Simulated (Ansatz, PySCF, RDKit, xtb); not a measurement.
# Isomers of SiSbH3ClF, a sample narrowed down, part 2 of 2

Which of a sample of isomers of SiSbH3ClF is the most stable in the gas at 298.15 K, and what are its properties? The sample is small against all isomers, and the most stable one of this formula need not be in it. One structure proposed beforehand is put among the starts (marked given), to see whether the search confirms or beats it.

xtb, Ansatz and PySCF; isolated molecules. Earlier steps stand in the parts before.

## 12. The ranking

Energies in kcal/mol from c502a; G adds the thermal terms to the CCSD(T)/def2-SVP + MP2/def2-TZVPP - MP2/def2-SVP energy. The columns left of the relaxed level are at the tight-binding geometries.

```
label               SMILES     spin  GFN2-xTB  HF/STO-3G  r2SCAN-D4/def2-SVP  PBE0-D4/def2-SVP  HF/def2-SVP  MP2/def2-SVP  CCSD(T)/def2-SVP + MP2/def2-TZVPP - MP2/def2-SVP     G  share at equilibrium     T1
c502a    F[Si@H](Cl)[SbH2]  singlet       0.0        0.0                 0.0               0.0          0.0           0.0                                               0.0   0.0               100.0 %  0.011
c429a     F[SiH2][SbH][Cl]  singlet     -12.7        1.1                13.0              12.0         10.4          13.6                                              12.8  13.2               < 0.1 %  0.011
c298a  [F][Sb]([SiH3])[Cl]  singlet      -9.5       15.7                29.1              30.5         32.0          33.1                                              33.5  33.5               < 0.1 %  0.013
```

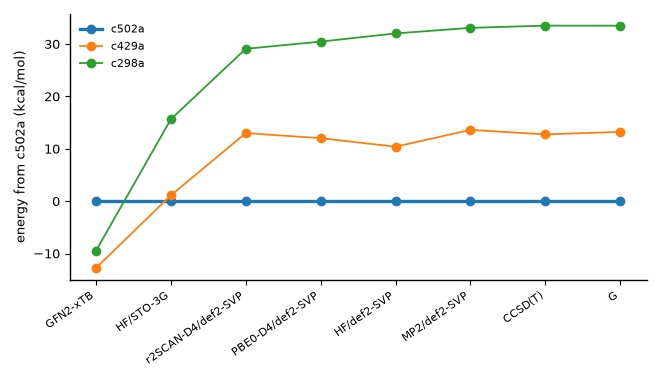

The finalists at each level, measured from c502a.

Lowest found: c502a, `F[Si@H](Cl)[SbH2]`, a singlet of point group C1. Bond lengths: Cl1–Si4 2.063 Å, F2–Si4 1.624 Å, Sb3–Si4 2.565 Å, Si4–H5 1.487 Å, Sb3–H6 1.716 Å, Sb3–H7 1.717 Å. Angles: Cl1–Si4–F2 107.7°, Cl1–Si4–Sb3 108.4°, F2–Si4–Sb3 108.3°, Cl1–Si4–H5 107.8°, F2–Si4–H5 107.1°, Sb3–Si4–H5 117.2°, Si4–Sb3–H6 88.4°, Si4–Sb3–H7 90.0°, H6–Sb3–H7 91.0°.

```xyz
7

Cl    2.3683    4.1146    0.5568
F     1.4884    1.3143    1.1164
Sb   -0.9260    3.4790    2.2648
Si    0.8552    2.7123    0.5864
H     0.4164    2.4887   -0.8172
H    -1.3854    4.6993    1.1484
H    -2.0495    2.3797    1.5729
```

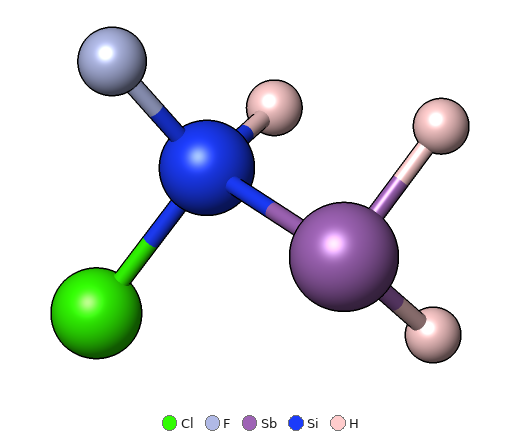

The lowest structure found, seen from a chosen angle (chlorine green, fluorine light blue, antimony purple, silicon blue, hydrogen pink).

## 13. Density, orbitals and dipole (PBE0/def2-TZVPD)

Contents of input.yaml:

```yaml
crystal:
  periodic: [false, false, false]
  atoms:
    - {symbol: Cl, position_ang: [2.368326, 4.114621, 0.556842]}
    - {symbol: F, position_ang: [1.488372, 1.314345, 1.116435]}
    - {symbol: Sb, position_ang: [-0.926039, 3.479039, 2.264792]}
    - {symbol: Si, position_ang: [0.855227, 2.712304, 0.586357]}
    - {symbol: H, position_ang: [0.416429, 2.488741, -0.817175]}
    - {symbol: H, position_ang: [-1.385400, 4.699281, 1.148441]}
    - {symbol: H, position_ang: [-2.049499, 2.379738, 1.572897]}
basis:
  gaussian: {orbitals: def2-TZVPD}
hamiltonian: {xc: {name: PBE0}}
output: {forces: true, orbitals: {seedname: orbitals}}
```

Command:

```
$ ansatz run input.yaml --threads 2 --pin off --max-ram 5220MiB --events-out events.jsonl --progress --plain --runs-dir runs
```

The program printed, cut to the lines that bear on the results:

```text
Warning: RAYON_NUM_THREADS=2 ignored (pool sized by the plan → 2); use --threads N
Functional definition: PBE0
  name "PBE0"
[...]
1437 factors; their error is unknown
[...]
mean field -29698.85432142 eV, -1091.4127657057 hartree, gradient 2.0e-5 eV, S^2 0.000000; 0 other end points of the search recorded, 0 dependent functions left out
[...]
reference -29698.85436895 eV, -1091.4127674525 hartree; 33, 33 occupied and 179, 179 virtual orbitals, 1437 factors
Total energy: -29698.85436895 eV, -1091.4127674525 hartree
Atom 0 at     2.368326     4.114621     0.556842 Å, force    -0.165069    -0.190570    -0.023640 eV/Å
Atom 1 at     1.488372     1.314345     1.116435 Å, force    -0.298005     0.683104    -0.285942 eV/Å
Atom 2 at    -0.926039     3.479039     2.264792 Å, force    -0.093699    -0.001261    -0.103794 eV/Å
Atom 3 at     0.855227     2.712304     0.586357 Å, force     0.370920    -0.486253     0.185668 eV/Å
Atom 4 at     0.416429     2.488741    -0.817175 Å, force     0.082662     0.008867     0.127194 eV/Å
Atom 5 at    -1.385400     4.699281     1.148441 Å, force     0.031703    -0.073531     0.062742 eV/Å
Atom 6 at    -2.049499     2.379738     1.572897 Å, force     0.071488     0.059644     0.037770 eV/Å
Dipole moment:    -0.345766     0.109242     0.030223 e Å
```

Wall time 4.5 s (2 threads of Intel Xeon 6975P-C (Granite Rapids), shared host); peak memory 0.65 GiB.

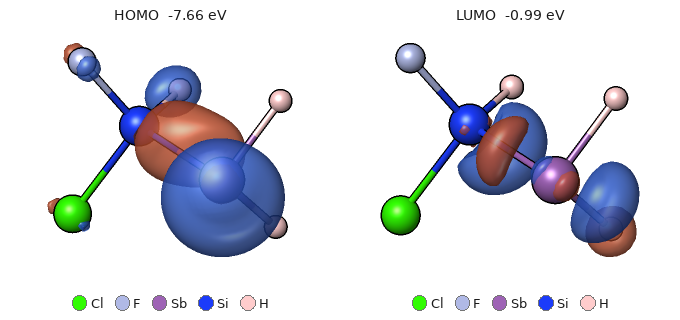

Frontier orbitals of this run, surfaces at ±0.2 Å^-3/2.

## 14. Frequencies after a tight-binding relaxation (GFN2-xTB)

Contents of start.xyz:

```xyz
7
c502a
Cl     2.368326     4.114621     0.556842
F      1.488372     1.314345     1.116435
Sb    -0.926039     3.479039     2.264792
Si     0.855227     2.712304     0.586357
H      0.416429     2.488741    -0.817175
H     -1.385400     4.699281     1.148441
H     -2.049499     2.379738     1.572897
```

Command:

```
$ xtb start.xyz --gfn 2 --ohess tight
```

The program printed, cut to the lines that bear on the results:

```text
* xtb version 6.7.1
[...]
          :  # basis functions                  37          :
[...]
          :  # electrons                        26          :
[...]
          :  Hamiltonian                  GFN2-xTB          :
[...]
          :  net charge                          0          :
          :  unpaired electrons                  0          :
[...]
   *** convergence criteria satisfied after 16 iterations ***
[...]
   *** GEOMETRY OPTIMIZATION CONVERGED AFTER 11 ITERATIONS ***
[...]
   *** convergence criteria satisfied after 3 iterations ***
[...]
         ::                     SUMMARY                     ::
         :::::::::::::::::::::::::::::::::::::::::::::::::::::
         :: total energy             -14.848088605713 Eh    ::
         :: gradient norm              0.000038592614 Eh/a0 ::
         :: HOMO-LUMO gap              3.849399688043 eV    ::
         ::.................................................::
         :: SCC energy               -14.885724135523 Eh    ::
         :: -> isotropic ES            0.037329046877 Eh    ::
         :: -> anisotropic ES         -0.001256722492 Eh    ::
         :: -> anisotropic XC         -0.001745659026 Eh    ::
         :: -> dispersion             -0.005591598028 Eh    ::
         :: repulsion energy           0.037635529810 Eh    ::
         :: add. restraining           0.000000000000 Eh    ::
         :: total charge               0.000000000000 e     ::
         :::::::::::::::::::::::::::::::::::::::::::::::::::::
[...]
        13        2.0000           -0.3802498             -10.3471 (HOMO)
        14                         -0.2387870              -6.4977 (LUMO)
[...]
     #   Z          covCN         q      C6AA      α(0)
     1  17 Cl       0.811    -0.253   107.090    15.831
     2   9 F        0.705    -0.277    12.073     4.103
     3  51 Sb       2.819     0.206   369.088    36.579
     4  14 Si       3.359     0.519   110.689    20.941
     5   1 H        0.921    -0.020     3.439     2.900
     6   1 H        0.941    -0.087     5.109     3.534
     7   1 H        0.941    -0.087     5.113     3.535
[...]
          | TOTAL ENERGY              -14.848088605767 Eh   |
          | TOTAL ENTHALPY            -14.815604288424 Eh   |
          | TOTAL FREE ENERGY         -14.857378971840 Eh   |
          | GRADIENT NORM               0.000039245809 Eh/α |
[...]
```

Run time: 0.14 s. Hardware: 2 threads of Intel Xeon 6975P-C (Granite Rapids), shared host.

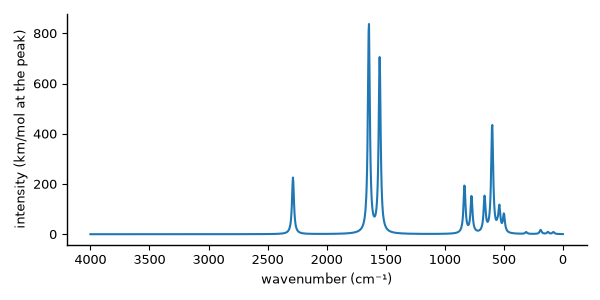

Harmonic infrared spectrum, unscaled, lines broadened by 10 cm⁻¹.

## 15. Electronic excitations (TD-PBE0/def2-SVPD)

An in-house driver calls PySCF's response routines at TD-PBE0/def2-SVPD; it has no typed input.

The program printed:

```text
coarse grid: 33472 points
cycle   1  E = -1089.2918678452  dE = -2.384e+01  |g| = 2.645e+00  |ddm| = 1.375e+01
cycle   2  E = -1087.3322439695  dE =  1.960e+00  |g| = 3.246e+00  |ddm| = 1.282e+01
cycle   3  E = -1090.8915221179  dE = -3.559e+00  |g| = 5.381e-01  |ddm| = 6.691e+00
cycle   4  E = -1090.9949086208  dE = -1.034e-01  |g| = 2.981e-01  |ddm| = 1.605e+00
cycle   5  E = -1091.0268109518  dE = -3.190e-02  |g| = 6.641e-02  |ddm| = 5.892e-01
cycle   6  E = -1091.0281563689  dE = -1.345e-03  |g| = 2.288e-02  |ddm| = 1.264e-01
cycle   7  E = -1091.0283216457  dE = -1.653e-04  |g| = 4.634e-03  |ddm| = 4.059e-02
cycle   8  E = -1091.0283274086  dE = -5.763e-06  |g| = 1.592e-03  |ddm| = 9.343e-03
final grid: 65440 points
cycle   9  E = -1091.0283417248  dE =  1.975e-07  |g| = 2.076e-03  |ddm| = 4.744e-03
cycle  10  E = -1091.0283410715  dE =  6.533e-07  |g| = 2.910e-03  |ddm| = 4.778e-03
cycle  11  E = -1091.0283426341  dE = -1.563e-06  |g| = 2.589e-04  |ddm| = 2.506e-03
cycle  12  E = -1091.0283426534  dE = -1.928e-08  |g| = 8.716e-06  |ddm| = 3.418e-04
cycle  13  E = -1091.0283426534  dE = -2.751e-11  |g| = 2.635e-06  |ddm| = 1.761e-05
converged SCF energy = -1091.0283426534

Static polarisability (au): isotropic 86.049, principal 71.948 80.068 106.132

Singlet excitations
state   eV       nm        f      main configurations
  1   5.7005    217.5   0.03305   H->L+1 0.59, H->L 0.37
  2   5.9804    207.3   0.11802   H->L 0.51, H->L+1 0.36
  3   6.3836    194.2   0.12395   H->L+2 0.91
  4   6.5419    189.5   0.01449   H->L+3 0.89
  5   6.6601    186.2   0.01812   H-1->L 0.63, H->L+4 0.28
  6   6.8719    180.4   0.19252   H->L+4 0.57, H-1->L 0.21
  7   7.0845    175.0   0.05513   H-1->L+1 0.69
  8   7.4962    165.4   0.05151   H-1->L+3 0.44, H-1->L+2 0.26, H-2->L 0.22

Triplet excitations (Tamm-Dancoff, eV): 4.6507 5.0121 5.7312
```

Run time: 6.3 s. Hardware: 2 threads of Intel Xeon 6975P-C (Granite Rapids), shared host.

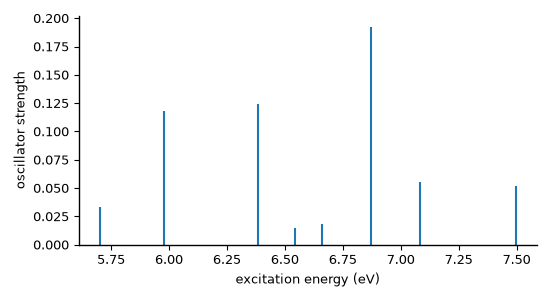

Vertical excitations as sticks.

The roots found:

```
excited state  energy (eV)  strength
            1        5.700    0.0331
            2        5.980    0.1180
            3        6.384    0.1240
            4        6.542    0.0145
            5        6.660    0.0181
            6        6.872    0.1925
            7        7.085    0.0551
            8        7.496    0.0515
```

## 16. The cation at the same geometry (PBE0/def2-TZVPD)

Contents of input.yaml:

```yaml
basis:
  gaussian: {orbitals: def2-TZVPD}
crystal:
  periodic: [false, false, false]
  atoms:
    - symbol: Cl
      position_ang: [2.368326, 4.114621, 0.556842]
    - symbol: F
      position_ang: [1.488372, 1.314345, 1.116435]
    - symbol: Sb
      position_ang: [-0.926039, 3.479039, 2.264792]
    - symbol: Si
      position_ang: [0.855227, 2.712304, 0.586357]
    - symbol: H
      position_ang: [0.416429, 2.488741, -0.817175]
    - symbol: H
      position_ang: [-1.385400, 4.699281, 1.148441]
    - symbol: H
      position_ang: [-2.049499, 2.379738, 1.572897]
total_charge: 1
magnetization: {spin_polarized: true, initial_magnetization: 1}
hamiltonian: {xc: pbe0}
```

Command:

```
$ ansatz run input.yaml --threads 2 --pin off --max-ram 5220MiB --events-out events.jsonl --progress --plain --runs-dir runs
```

The program printed:

```text
Warning: RAYON_NUM_THREADS=2 ignored (pool sized by the plan → 2); use --threads N
[... 2 set-up lines as earlier in the session ...]
  parameter a = 0.25
  parameter kappa = 0.804
  parameter beta = 0.06672455060314922
  exchange = (1 - a)*pbe_x(kappa = kappa, mu = beta*pi^2/3) + a*exact_x
  correlation = pbe_c(beta = beta)
1437 factors; their error is unknown
mean field evaluation 1: about -29681.0366 eV, gradient 4.8e1 eV
mean field evaluation 2: about -29574.1766 eV, gradient 1.5e2 eV
mean field evaluation 4: about -29688.5833 eV, gradient 1.1e1 eV
mean field evaluation 8: about -29689.0692 eV, gradient 2.3e-1 eV
mean field evaluation 16: about -29689.2697 eV, gradient 2.6e-3 eV
mean field -29689.26969080 eV, -1091.0605370273 hartree, gradient 3.2e-5 eV, S^2 0.757729; 2 other end points of the search recorded, 0 dependent functions left out
reference -29689.26973927 eV, -1091.0605388083 hartree; 33, 32 occupied and 179, 180 virtual orbitals, 1437 factors
Total energy: -29689.26973927 eV, -1091.0605388083 hartree
```

It took 8.1 s on 2 threads of Intel Xeon 6975P-C (Granite Rapids), shared host; peak memory 0.82 GiB.

Difference from the parent: 9.58 eV.

## 17. The anion at the same geometry (PBE0/def2-TZVPD)

Contents of input.yaml:

```yaml
crystal:
  periodic: [false, false, false]
  atoms:
    - {symbol: Cl, position_ang: [2.368326, 4.114621, 0.556842]}
    - {symbol: F, position_ang: [1.488372, 1.314345, 1.116435]}
    - {symbol: Sb, position_ang: [-0.926039, 3.479039, 2.264792]}
    - {symbol: Si, position_ang: [0.855227, 2.712304, 0.586357]}
    - {symbol: H, position_ang: [0.416429, 2.488741, -0.817175]}
    - {symbol: H, position_ang: [-1.385400, 4.699281, 1.148441]}
    - {symbol: H, position_ang: [-2.049499, 2.379738, 1.572897]}
basis:
  gaussian:
    orbitals: def2-TZVPD
total_charge: -1
magnetization:
  spin_polarized: true
  initial_magnetization: 1
hamiltonian:
  xc: pbe0
scf:
  lower_state_search: off
```

Command:

```
$ ansatz run input.yaml --threads 2 --pin off --max-ram 5220MiB --events-out events.jsonl --progress --plain --runs-dir runs
```

The program printed, cut to the lines that bear on the results:

```text
Warning: RAYON_NUM_THREADS=2 ignored (pool sized by the plan → 2); use --threads N
[... 2 set-up lines as earlier in the session ...]
[...]
1437 factors; their error is unknown
[...]
mean field -29698.39612526 eV, -1091.3959273073 hartree, gradient 9.2e-6 eV, S^2 0.755523; 0 other end points of the search recorded, 0 dependent functions left out
reference -29698.39616863 eV, -1091.3959289012 hartree; 34, 33 occupied and 178, 179 virtual orbitals, 1437 factors
Total energy: -29698.39616863 eV, -1091.3959289012 hartree
Checks for a lower state left out: stability, starts, cluster_reference, orbital_swaps, neighbouring_geometries, increment
```

Run time: 6.6 s. Hardware: 2 threads of Intel Xeon 6975P-C (Granite Rapids), shared host; peak memory 0.73 GiB.

Parent less the species with the added electron: -0.46 eV. The extra electron isn't bound at this geometry, so the number measures the basis, not the molecule.

## 18. The triplet at the same geometry (PBE0/def2-TZVPD)

Edit input.yaml of step 17 so:

```diff
@@ -13,9 +13,6 @@
     orbitals: def2-TZVPD
-total_charge: -1
+hamiltonian:
+  xc: pbe0
 magnetization:
   spin_polarized: true
-  initial_magnetization: 1
-hamiltonian:
-  xc: pbe0
-scf:
-  lower_state_search: off
+  initial_magnetization: 2
```

Command:

```
$ ansatz run input.yaml --threads 2 --pin off --max-ram 5220MiB --events-out events.jsonl --progress --plain --runs-dir runs
```

The program printed, cut to the lines that bear on the results:

```text
Warning: RAYON_NUM_THREADS=2 ignored (pool sized by the plan → 2); use --threads N
[... 7 set-up lines as earlier in the session ...]
1437 factors; their error is unknown
mean field evaluation 1: about -29691.3915 eV, gradient 2.5e1 eV
mean field evaluation 2: about -29685.0560 eV, gradient 5.0e1 eV
mean field evaluation 4: about -29693.9224 eV, gradient 2.8e0 eV
mean field evaluation 8: about -29694.0413 eV, gradient 2.8e-1 eV
mean field evaluation 16: about -29694.2588 eV, gradient 1.0e-2 eV
mean field evaluation 32: about -29694.2588 eV, gradient 1.9e-5 eV
mean field -29694.25877665 eV, -1091.2438825504 hartree, gradient 7.3e-6 eV, S^2 2.005938; 6 other end points of the search recorded, 0 dependent functions left out
reference -29694.25882897 eV, -1091.2438844730 hartree; 34, 32 occupied and 178, 180 virtual orbitals, 1437 factors
Total energy: -29694.25882897 eV, -1091.2438844730 hartree
```

Run time: 13 s. Hardware: 2 threads of Intel Xeon 6975P-C (Granite Rapids), shared host; peak memory 0.82 GiB.

It lies 4.60 eV above the singlet.

## 19. Summary of results

The summary covers parts 1 to 2.

```
                                                   quantity                                                                  value
                                     lowest structure found                                         F[Si@H](Cl)[SbH2], singlet, C1
                                              next finalist                   F[SiH2][SbH][Cl], singlet, 13.2 kcal/mol higher in G
                  share at equilibrium, among the finalists                                                                100.0 %
                                                     funnel  6 starts, 5 minima at GFN2-xTB, 8 screening runs, 3 relaxed, 3 ranked
                                       CPU time of all runs                                                                8.3 min
harmonic wavenumbers, lowest and highest (PBE0-D4/def2-SVP)                                                       94 and 2258 cm⁻¹
                        rotational constants, same geometry                                          0.1295, 0.03347, 0.02806 cm⁻¹
                            dipole moment (PBE0/def2-TZVPD)                                                                 1.75 D
                              HOMO energy (PBE0/def2-TZVPD)                                                               -7.66 eV
                              LUMO energy (PBE0/def2-TZVPD)                                                               -0.99 eV
                            HOMO–LUMO gap (PBE0/def2-TZVPD)                                                                6.67 eV
                      lowest excitation (TD-PBE0/def2-SVPD)                                                    5.70 eV (f = 0.033)
               strongest of the states computed, same level                                                    6.87 eV (f = 0.193)
        lowest triplet excitation, same level, Tamm-Dancoff                                                                4.65 eV
                                 vertical ionisation energy                                                                9.58 eV
                                 vertical electron affinity                     -0.46 eV (unbound: the value depends on the basis)
                              vertical triplet less singlet                                                               +4.60 eV
```

What this shows: The lowest structure found is `F[Si@H](Cl)[SbH2]`. Among the finalists first place is clear (13.2 kcal/mol); structures outside the list aren't covered. HF/STO-3G, r2SCAN-D4/def2-SVP, PBE0-D4/def2-SVP, HF/def2-SVP and MP2/def2-SVP already put its bonding pattern lowest among the structures in one piece; GFN2-xTB favours the singlet F[SiH2][SbH][Cl]. The largest share of the time went into the vibrations (48 %). Spin-orbit coupling, which matters for elements this heavy, is left out. The search beats the structure proposed beforehand. Lowest found is not proven lowest: the search is finite, and each finalist counts with one conformer. Only 4 drawn patterns were tried, so whole families of isomers are missing, and the result ranks this sample alone.
